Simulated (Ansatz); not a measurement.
**Geometry relaxation of C$_{2}$H$_{3}$NO$_{2}$ (part 1 of 2)**

- system: C$_{2}$H$_{3}$NO$_{2}$
- method: RKS PBE0/def2-SVPD (Ansatz 0.2.0)

It belongs to a series of runs on one base structure; here: end point A relaxed. Figures and captions count atoms from 1; the log counts them from 0 in places.

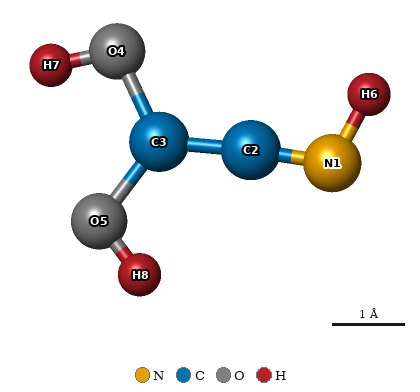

The structure as given in the input (ball-and-stick view, seen on its broad side; atoms are numbered from 1 in the order of the input). Bond lengths as drawn: C–C 1.29 Å, C–N 1.15 Å, C–O 1.38 to 1.42 Å, H–N 1.08 Å and H–O 0.94 Å.

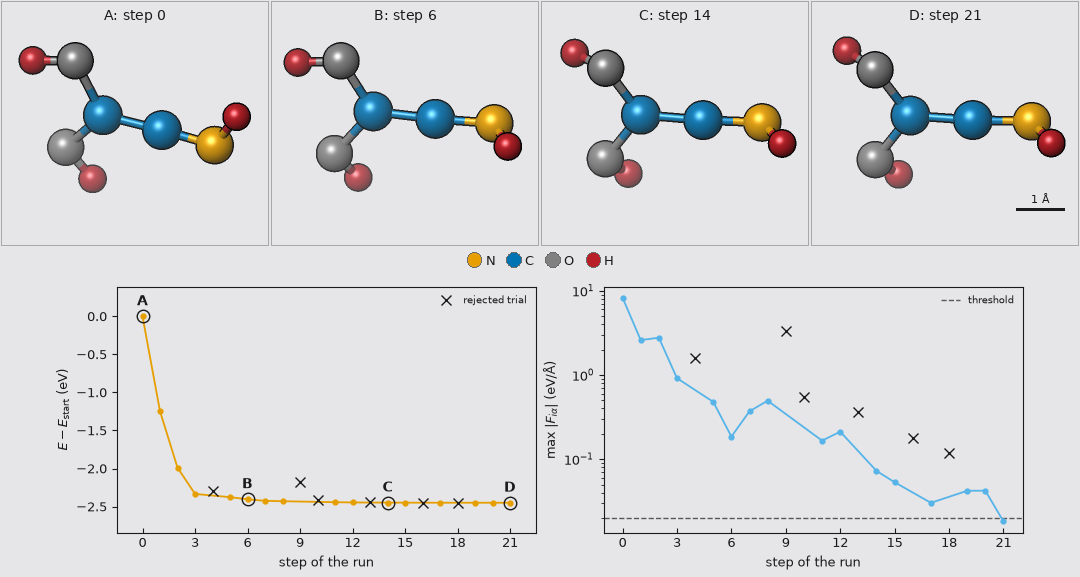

Frames of the relaxation (ball-and-stick view, seen at a tilt) above the curves, on which the letters mark them (the first geometry is step 0 here and step 1 in the log).

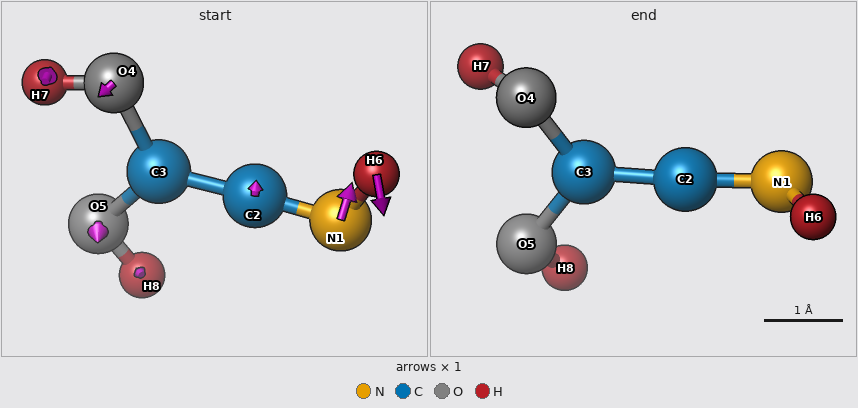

Before (left) and after (right) the relaxation, at one scale (ball-and-stick view, seen at a tilt). The pink arrows give the displacements, at true length. H6 moves most after the best rigid fit: 0.56 Å. Largest moves by element: H 0.56 Å, N 0.52 Å, O 0.39 Å, C 0.22 Å. Among the contacts that change: N1–C2 1.151 → 1.235 Å, C3–O4 1.422 → 1.352 Å, N1–H6 1.082 → 1.026 Å, C2–C3 1.289 → 1.322 Å. Among the angles that change: C2–N1–H6 109.0° → 114.3°, C3–O4–H7 103.8° → 109.0°, N1–C2–C3 176.0° → 171.3°. After 21 geometry steps the energy has fallen by 2.449 eV. Largest force component: 8.3 eV/Å at the start, 0.018 eV/Å at the end. The line search rejected the trial steps at points 4, 9, 10, 13, 16, 18 (counted from 0) and went back. (Atoms are counted from 1 in the order of the input.)

The input that produced these results follows, with the program's output.

## Input
```yaml
crystal:
  periodic: [false, false, false]
  atoms:
    - { symbol: "N", position_ang: [-1.3539, -0.177, 1.4614] }
    - { symbol: C, position_ang: [-0.5924, -0.0381, 0.6101] }
    - { symbol: C, position_ang: [0.2735, 0.0296, -0.3421] }
    - { symbol: O, position_ang: [1.022, 1.2169, -0.568] }
    - { symbol: O, position_ang: [0.6112, -1.0802, -1.0969] }
    - { symbol: H, position_ang: [-1.5328, 0.7798, 1.9342] }
    - { symbol: H, position_ang: [1.5798, 0.9966, -1.2937] }
    - { symbol: H, position_ang: [0.0847, -1.7848, -0.7608] }
basis:
  gaussian: { orbitals: def2-SVPD }
hamiltonian:
  xc: pbe0
relax:
  f_tol: 0.02
  max_steps: 50
```

Launch command:
```bash
ansatz run input.yaml --threads 2 --pin off --max-ram 3072MiB --backend cpu --events-out ev --progress --plain --runs-dir out
```

## Output
```
The last accepted step is kept in [file] (removed where the run ends without a failure and the disk answers)
Engine: ansatz 0.2.0, aarch64-unknown-linux-gnu
Functional definition: PBE0
  parameter a = 0.25
  parameter kappa = 0.804
  parameter beta = 0.06672455060314922
  exchange = (1 - a)*pbe_x(kappa = kappa, mu = beta*pi^2/3) + a*exact_x
  correlation = pbe_c(beta = beta)
1075 factors; their error is unknown
mean field evaluation 1: about -7682.0928 eV, gradient 5.9e1 eV
mean field evaluation 2: about -7677.4464 eV, gradient 7.8e1 eV
mean field evaluation 4: about -7688.5097 eV, gradient 3.7e0 eV
mean field evaluation 8: about -7688.5377 eV, gradient 2.8e-1 eV
mean field evaluation 16: about -7688.5338 eV, gradient 8.0e-4 eV
mean field -7688.53380725 eV, -282.5484059411 hartree, gradient 1.8e-5 eV, S^2 0.000000; 2 other end points of the search recorded, 0 dependent functions left out
the calculation of the forces begins
reference -7688.53384224 eV, -282.5484072269 hartree; 19, 19 occupied and 111, 111 virtual orbitals, 1075 factors
relax step   1: F+E_penalty+E_count = -7688.53380725 eV  Δ(F+E_penalty+E_count) = +0.000e0 eV  max|allowed force component| = 8.273e0 eV/Å  Δτ_max = 0.0000 Å  (57 SCF iters, accepted)
these checks for a lower state are left out or cut short: starts, cluster_reference, orbital_swaps, neighbouring_geometries, increment
1075 factors; their error is unknown
mean field evaluation 32: about -7689.7418 eV, gradient 1.3e0 eV
mean field -7689.78107236 eV, -282.5942420884 hartree, gradient 2.0e-5 eV, S^2 0.000000; 0 other end points of the search recorded, 0 dependent functions left out
[... from here on the field's lines of each further geometry are left out, up to the last ...]
relax step   2: F+E_penalty+E_count = -7689.78107236 eV  Δ(F+E_penalty+E_count) = -1.247e0 eV  max|allowed force component| = 2.594e0 eV/Å  Δτ_max = 0.1947 Å  (41 SCF iters, accepted)
relax step   3: F+E_penalty+E_count = -7690.52180168 eV  Δ(F+E_penalty+E_count) = -7.407e-1 eV  max|allowed force component| = 2.772e0 eV/Å  Δτ_max = 0.1948 Å  (38 SCF iters, accepted)
relax step   4: F+E_penalty+E_count = -7690.86729444 eV  Δ(F+E_penalty+E_count) = -3.455e-1 eV  max|allowed force component| = 9.157e-1 eV/Å  Δτ_max = 0.1998 Å  (39 SCF iters, accepted)
relax step   5: F+E_penalty+E_count = -7690.82553777 eV  Δ(F+E_penalty+E_count) = +4.176e-2 eV  max|allowed force component| = 1.590e0 eV/Å  Δτ_max = 0.1956 Å  (39 SCF iters, rejected (line search))
relax step   6: F+E_penalty+E_count = -7690.90978919 eV  Δ(F+E_penalty+E_count) = -4.249e-2 eV  max|allowed force component| = 4.791e-1 eV/Å  Δτ_max = 0.0977 Å  (38 SCF iters, accepted)
relax step   7: F+E_penalty+E_count = -7690.93746284 eV  Δ(F+E_penalty+E_count) = -2.767e-2 eV  max|allowed force component| = 1.854e-1 eV/Å  Δτ_max = 0.0605 Å  (34 SCF iters, accepted)
relax step   8: F+E_penalty+E_count = -7690.95769137 eV  Δ(F+E_penalty+E_count) = -2.023e-2 eV  max|allowed force component| = 3.709e-1 eV/Å  Δτ_max = 0.1075 Å  (40 SCF iters, accepted)
relax step   9: F+E_penalty+E_count = -7690.96305787 eV  Δ(F+E_penalty+E_count) = -5.366e-3 eV  max|allowed force component| = 4.947e-1 eV/Å  Δτ_max = 0.0900 Å  (33 SCF iters, accepted)
relax step  10: F+E_penalty+E_count = -7690.71153374 eV  Δ(F+E_penalty+E_count) = +2.515e-1 eV  max|allowed force component| = 3.369e0 eV/Å  Δτ_max = 0.1958 Å  (38 SCF iters, rejected (line search))
relax step  11: F+E_penalty+E_count = -7690.94152540 eV  Δ(F+E_penalty+E_count) = +2.153e-2 eV  max|allowed force component| = 5.488e-1 eV/Å  Δτ_max = 0.0979 Å  (38 SCF iters, rejected (line search))
relax step  12: F+E_penalty+E_count = -7690.97607964 eV  Δ(F+E_penalty+E_count) = -1.302e-2 eV  max|allowed force component| = 1.660e-1 eV/Å  Δτ_max = 0.0489 Å  (33 SCF iters, accepted)
relax step  13: F+E_penalty+E_count = -7690.97921793 eV  Δ(F+E_penalty+E_count) = -3.138e-3 eV  max|allowed force component| = 2.121e-1 eV/Å  Δτ_max = 0.0508 Å  (33 SCF iters, accepted)
relax step  14: F+E_penalty+E_count = -7690.97885392 eV  Δ(F+E_penalty+E_count) = +3.640e-4 eV  max|allowed force component| = 3.599e-1 eV/Å  Δτ_max = 0.0594 Å  (33 SCF iters, rejected (line search))
relax step  15: F+E_penalty+E_count = -7690.98136978 eV  Δ(F+E_penalty+E_count) = -2.152e-3 eV  max|allowed force component| = 7.260e-2 eV/Å  Δτ_max = 0.0289 Å  (34 SCF iters, accepted)
relax step  16: F+E_penalty+E_count = -7690.98211440 eV  Δ(F+E_penalty+E_count) = -7.446e-4 eV  max|allowed force component| = 5.321e-2 eV/Å  Δτ_max = 0.0180 Å  (33 SCF iters, accepted)
relax step  17: F+E_penalty+E_count = -7690.98202435 eV  Δ(F+E_penalty+E_count) = +9.005e-5 eV  max|allowed force component| = 1.795e-1 eV/Å  Δτ_max = 0.0279 Å  (33 SCF iters, rejected (line search))
relax step  18: F+E_penalty+E_count = -7690.98278640 eV  Δ(F+E_penalty+E_count) = -6.720e-4 eV  max|allowed force component| = 3.032e-2 eV/Å  Δτ_max = 0.0134 Å  (34 SCF iters, accepted)
relax step  19: F+E_penalty+E_count = -7690.98248965 eV  Δ(F+E_penalty+E_count) = +2.968e-4 eV  max|allowed force component| = 1.187e-1 eV/Å  Δτ_max = 0.0563 Å  (33 SCF iters, rejected (line search))
relax step  20: F+E_penalty+E_count = -7690.98282138 eV  Δ(F+E_penalty+E_count) = -3.497e-5 eV  max|allowed force component| = 4.214e-2 eV/Å  Δτ_max = 0.0281 Å  (34 SCF iters, accepted)
relax step  21: F+E_penalty+E_count = -7690.98311638 eV  Δ(F+E_penalty+E_count) = -2.950e-4 eV  max|allowed force component| = 4.227e-2 eV/Å  Δτ_max = 0.0225 Å  (33 SCF iters, accepted)
the calculation of the forces begins
reference -7690.98332640 eV, -282.6384241094 hartree; 19, 19 occupied and 111, 111 virtual orbitals, 1075 factors
relax step  22: F+E_penalty+E_count = -7690.98329062 eV  Δ(F+E_penalty+E_count) = -1.742e-4 eV  max|allowed force component| = 1.825e-2 eV/Å  Δτ_max = 0.0074 Å  (34 SCF iters, accepted)
1075 factors; their error is unknown
mean field evaluation 192: about -7690.9863 eV, gradient 1.6e0 eV
mean field -7690.98329062 eV, -282.6384227945 hartree, gradient 3.0e-5 eV, S^2 0.000000; 1 other end points of the search recorded, 0 dependent functions left out
the calculation of the forces begins
reference -7690.98332640 eV, -282.6384241094 hartree; 19, 19 occupied and 111, 111 virtual orbitals, 1075 factors
Total energy: -7690.98332640 eV, -282.6384241094 hartree
Atom 0 at    -1.039901     0.044353     1.791687 Å, force    -0.002556     0.001018     0.000327 eV/Å
Atom 1 at    -0.476951     0.120780     0.695425 Å, force    -0.009036    -0.000960     0.014611 eV/Å
Atom 2 at     0.262954     0.078328    -0.398970 Å, force    -0.007027    -0.018245    -0.014707 eV/Å
Atom 3 at     0.989693     1.143616    -0.804725 Å, force     0.000691     0.013035     0.002657 eV/Å
Atom 4 at     0.253065    -0.959762    -1.289070 Å, force     0.002171     0.012095     0.000475 eV/Å
Atom 5 at    -1.974426     0.467272     1.816540 Å, force     0.009131    -0.000826    -0.006036 eV/Å
Atom 6 at     1.875341     0.846459    -1.046516 Å, force     0.007740    -0.000706    -0.003613 eV/Å
Atom 7 at     0.202324    -1.798246    -0.820170 Å, force    -0.001114    -0.005410     0.006285 eV/Å
Dipole moment:     0.067620    -0.249887    -0.052108 e Å
```

## Trajectory as extended XYZ (Å, eV, eV/Å), 22 frames, from step=1 to step=22
```
8
Properties=species:S:1:pos:R:3:forces:R:3 step=1 energy=-7688.53381
N    -1.3539   -0.1770    1.4614   -4.8535   2.2262   8.2733
C    -0.5924   -0.0381    0.6101    4.1761   0.4411  -5.0573
C     0.2735    0.0296   -0.3421    2.5000   1.2490  -1.9814
O     1.0220    1.2169   -0.5680   -1.3256  -1.6708   1.1166
O     0.6112   -1.0802   -1.0969    0.2432   1.3982  -0.8150
H    -1.5328    0.7798    1.9342   -1.3022  -2.3249  -0.7780
H     1.5798    0.9966   -1.2937    0.9332  -0.1271  -0.9242
H     0.0847   -1.7848   -0.7608   -0.3712  -1.1919   0.1659
8
Properties=species:S:1:pos:R:3:forces:R:3 step=2 energy=-7689.78107
N    -1.2789   -0.1652    1.6213    0.2983   2.5943   2.2768
C    -0.5405   -0.0273    0.6512   -0.1200  -0.0606  -0.4710
C     0.2838    0.0385   -0.3725    1.1701   0.3695  -0.2258
O     1.0614    1.1802   -0.5620   -0.5755  -1.6605   0.2309
O     0.5720   -1.0519   -1.1738   -0.6999   1.1377  -0.4501
H    -1.7223    0.7870    1.8903   -0.8029  -2.2292  -1.0559
H     1.6123    0.9823   -1.3188    0.5236   0.0233  -0.2056
H     0.1043   -1.8007   -0.7915    0.2064  -0.1744  -0.0994
8
Properties=species:S:1:pos:R:3:forces:R:3 step=3 energy=-7690.52180
N    -1.1874   -0.0667    1.7469    2.7724  -0.6163  -0.5721
C    -0.5157    0.0084    0.6929   -0.2953  -0.2576   0.2796
C     0.2898    0.0394   -0.3631    0.1839  -0.0875   0.7427
O     1.0801    1.1323   -0.5545    0.0229  -0.6076  -0.3040
O     0.4938   -1.0046   -1.2315   -0.8066   0.2108   0.2622
H    -1.8297    0.6727    1.7747   -2.4371   0.9989  -0.0323
H     1.6368    0.9581   -1.3214    0.1720  -0.0129   0.0834
H     0.1243   -1.7969   -0.7997    0.3878   0.3721  -0.4596
8
Properties=species:S:1:pos:R:3:forces:R:3 step=4 energy=-7690.86729
N    -1.0995    0.0065    1.8131    0.5748   0.2857  -0.9157
C    -0.4699    0.0495    0.7334   -0.0918  -0.1494   0.2788
C     0.3116    0.0527   -0.3376    0.1253   0.0822   0.5199
O     1.1122    1.1246   -0.5787   -0.0608  -0.4087  -0.3641
O     0.4183   -0.9661   -1.2507   -0.4384  -0.0261   0.6322
H    -1.9637    0.5432    1.7026   -0.4399  -0.1519   0.2552
H     1.6688    0.9084   -1.3361    0.0572   0.0203   0.0782
H     0.1143   -1.7761   -0.8018    0.2736   0.3479  -0.4846
```
